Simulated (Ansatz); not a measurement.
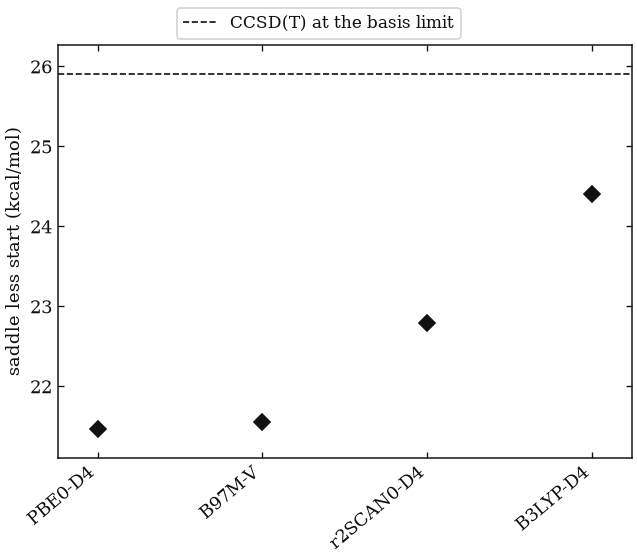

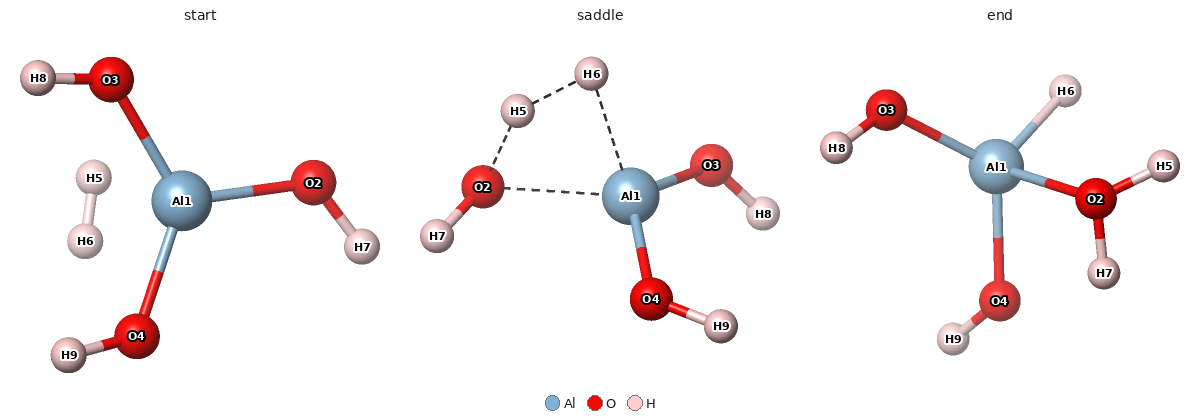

Height of the saddle over the start in one step of AlH₅O₃, singlet at several levels. In the step Al1–H6 (2.38 → 1.76 → 1.59 Å) and O2–H5 (2.95 → 1.22 → 0.96 Å) form; H5–H6 (0.75 → 1.08 → 2.78 Å) breaks; Al1–O2 (1.69 → 1.84 → 1.99 Å) lengthens (lengths at start, saddle and end; changes of bond order aren't listed). Electronic energies at PBE0-D4/def2-TZVP geometries, energies in def2-TZVPP, the Ansatz code; cores frozen in correlated methods, no zero-point terms. Start and end are the structures at the ends of the path (complexes, where there are several molecules). The line is the MP2 basis limit plus CCSD(T) less MP2 in triple zeta.

### What range do the values span, the line included?

From 21.5 kcal/mol (PBE0-D4) to 25.9 kcal/mol (CCSD(T) at the basis limit).

### Give the values.

| level | kcal/mol | less CCSD(T) at the basis limit |
| --- | --- | --- |
| PBE0-D4 | 21.5 | −4.4 |
| B97M-V | 21.6 | −4.4 |
| r2SCAN0-D4 | 22.8 | −3.1 |
| B3LYP-D4 | 24.4 | −1.5 |
| CCSD(T) at the basis limit | 25.9 | 0.0 |
